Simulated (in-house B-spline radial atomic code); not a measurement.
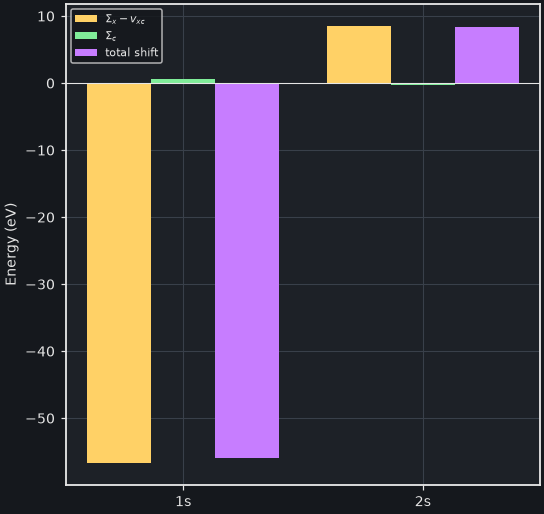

Parts of the G₀W₀ correction to each level for F⁷⁺ (1s²). All-electron spherical atom, non-relativistic, PBEsol start, no spin-orbit coupling, Breit or QED terms; computed with a B-spline radial code. The quasi-particle equation is solved at full frequency; levels of low quasi-particle weight Z are left out.

Question: Give the quasi-particle levels and their parts.

Answer: G₀W₀ moves the highest occupied level, 1s, from −897.1 to −953.1 eV (renormalisation factor Z = 1.00); the tabulated theoretical removal energy is 953.9 eV, so the error is −0.8 eV. The empty level 2s goes from −193.1 to −184.8 eV.

```csv
Level,Mean field (eV),Σx − vxc (eV),Σc (eV),Z,G₀W₀ (eV)
1s,−897.1,−56.7,0.7,1.00,−953.1
2s,−193.1,8.6,−0.2,1.00,−184.8
```
